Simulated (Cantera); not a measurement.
Charge: 1 mol SiO₂, 9.6 mol CO, 8.9 mol H₂, 5.2 mol CH₄, held at 630 Torr.

Method: chemical equilibrium by Gibbs-energy minimisation in Cantera with the NASA 1993 tables (ideal gas, pure condensed phases). Candidate condensed phases: C, C₆H₆, C₇H₈, C₈H₁₈, H₂O, Si, SiC, SiO₂; 123 gas species. The tables hold silica as quartz up to 1696 K and as liquid above; real silica turns to tridymite and cristobalite and melts near 1996 K. Gases not in the tables: Si₂H₆ and higher silanes. Kinetics and transport are ignored.

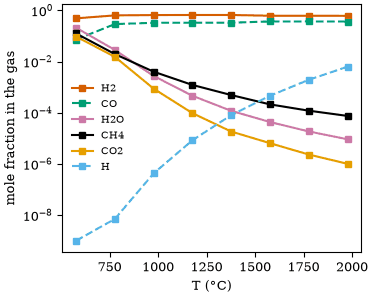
Figure. Equilibrium gas composition (values under 1e-9 drawn at 1e-9)

Question: Read off the mole fractions at 577 °C.

Answer: H₂ about 0.49, H₂O about 0.21, CH₄ about 0.13, CO₂ about 0.096, CO about 0.073.
